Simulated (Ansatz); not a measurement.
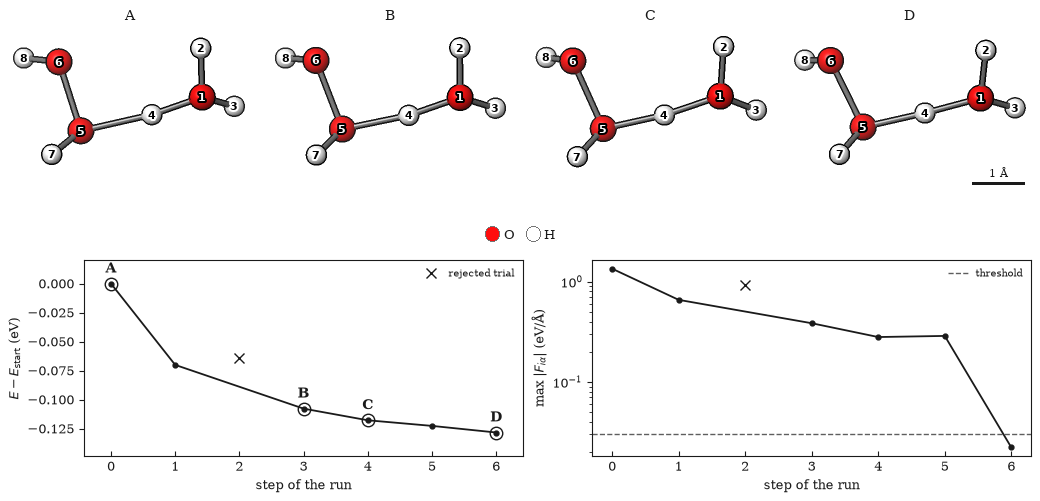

Frames of a relaxation of H$_{5}$O$_{3}$ (charge +1) (coarse preliminary run), marked on the history of the run. The picture is a ball-and-stick view, seen at a tilt.

Level of theory: RKS PBE-D4/def2-SVP in Ansatz. Settings: force threshold 0.03 eV/Å; at most 250 steps.

> Describe the path.

Over 5 accepted moves (6 points after the start) the energy falls by 0.128 eV. The largest force component goes from 1.3 to 0.022 eV/Å. The line search rejected the trial step at point 2 of the run. The atom that moves furthest after the best rigid fit is O6 (0.18 Å). By element the largest moves are O 0.18 Å, H 0.16 Å. Among the contacts that change: H4–O5 1.467 → 1.274 Å, O1–H4 1.074 → 1.163 Å, O5–O6 1.416 → 1.451 Å, O6–H8 0.973 → 0.988 Å. Among the angles between lasting bonds that change: O5–O6–H8 106.5° → 100.5°, H2–O1–H4 109.6° → 114.1°, H3–O1–H4 110.8° → 114.9°. From step 0 to 3: O6 moves most (0.10 Å), energy −0.108 eV. From step 3 to 4: H4 moves most (0.08 Å), energy −0.010 eV. From step 4 to 6: H2 moves most (0.15 Å), energy −0.011 eV.

```tsv
step	E − E(0), eV	largest force component, eV/Å	note
0	0.0000	1.3499	
1	-0.0701	0.6597	
2	-0.0643	0.9380	rejected
3	-0.1078	0.3854	
4	-0.1178	0.2806	
5	-0.1226	0.2879	
6	-0.1283	0.0222
```
